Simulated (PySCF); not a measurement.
# The bond of AlIn−, level by level

One job finds the state of AlIn−, follows it along the bond with each method and fits the curves.

Computed with PySCF 2.14.0. Level: Al def2-SVPD, In def2-SVPD with ECP28, scalar-relativistic core potentials.

6 further runs of the same task are left out: 6 set aside as unsound or not needed.

## 1. Input

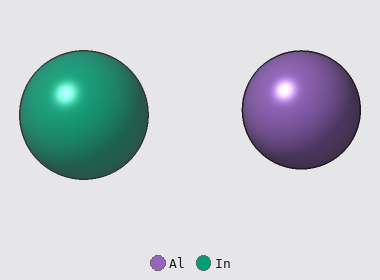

The two atoms at the starting distance (aluminium purple, indium teal).

Settings of the job:

```yaml
atoms: Al, In
charge: -1
basis: Al def2-SVPD, In def2-SVPD with ECP28
Hamiltonian: scalar-relativistic core potentials
basis_functions: 56
electrons_treated: 35
masses_in_u: 26.9815, 114.9039
levels: PBE0, PBE, r²SCAN, r²SCANh, PBEsol
grid: 80 radial by 434 angular points
occupations: held fixed by the projection of orbital angular momentum
dissociation_limit: Al− + In, each in its ground configuration
starting_distance_in_angstrom: 2.685
values_of_2S_to_try: 1, 3
```

The runs that follow: First curve: PBE0; PBE (GGA); r²SCAN (meta-GGA); r²SCANh (hybrid meta-GGA); PBEsol (GGA).

Before running it: what results should come out? Wanted: for each run, Re; ωe; De; μ.

**Answer**, as computed:

Lowest PBE0 solution found, without spin–orbit coupling: ⁴Σ⁻ (quartet), unpaired electrons σ ↑, π ↑↑.

```
  level  Re (Å)  ωe (cm⁻¹)  De (eV)  μ (D)
    PBE   2.723      229.9     2.81   4.11
 PBEsol   2.693      238.3     3.02   4.00
 r²SCAN   2.692      242.2     2.78   3.96
r²SCANh   2.686      245.7     2.74   3.93
   PBE0   2.694      244.6     2.67   4.07
```

De is counted to Al− + In in their ground configurations. A positive dipole points from Al to In; in an ion it is taken about the centre of mass and does not tell which atom is negative.

In words: The methods spread over 0.037 Å in bond length, from r²SCANh to PBE. Of the levels with a De here, PBE0 gives the least (2.67 eV) and PBEsol the most (3.02 eV).

Spin–orbit coupling is left out, which matters for elements this heavy, above all for dissociation energies. With some functionals the highest level of the anion is positive, from self-interaction error or because the anion is truly unbound there; the finite basis then holds the extra electron, and no neutral molecule was run to test the binding.
